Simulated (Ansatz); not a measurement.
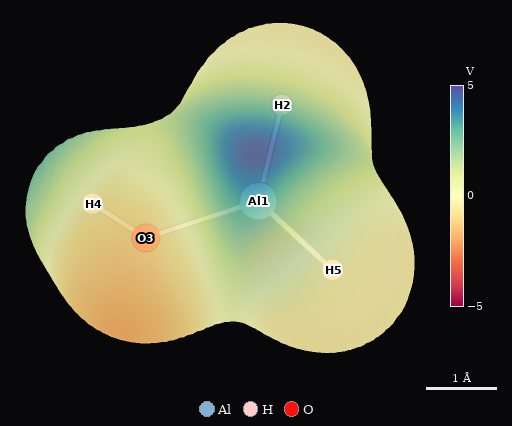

The picture shows: AlH₃O. The molecular electrostatic potential painted on the density surface at 0.004 e/bohr³, seen at a tilt; red is negative and blue positive.

Computed with Ansatz 0.2.0, RKS BLYP/def2-SVP.

Input

```
crystal:
  periodic: [false, false, false]
  atoms:
    - { symbol: Al, position_ang: [0.163493, -0.060947, 0.176778] }
    - { symbol: H, position_ang: [0.691926, -0.139259, 1.630015] }
    - { symbol: O, position_ang: [1.786524, -0.4158, -0.345929] }
    - { symbol: H, position_ang: [2.382551, -0.522683, 0.41346] }
    - { symbol: H, position_ang: [-1.108994, 0.186789, -0.726823] }
basis:
  gaussian: { orbitals: def2-SVP }
hamiltonian:
  xc: blyp
relax:
  f_tol: 0.03
  max_steps: 50
output:
  orbitals: {}
```

Command:

```sh
ansatz run input.yaml --threads 1 --pin off --max-ram 2048MiB --backend cpu --events-out ev --progress --plain --runs-dir out
```

The fields are those of the run's last geometry, not of the input's.

Describe the electrostatic potential map.

Answer. The most negative region (about −1.8 V) lies over O3, the most positive (about +4.6 V) over Al1. O3 is the likeliest acceptor of a hydrogen bond.
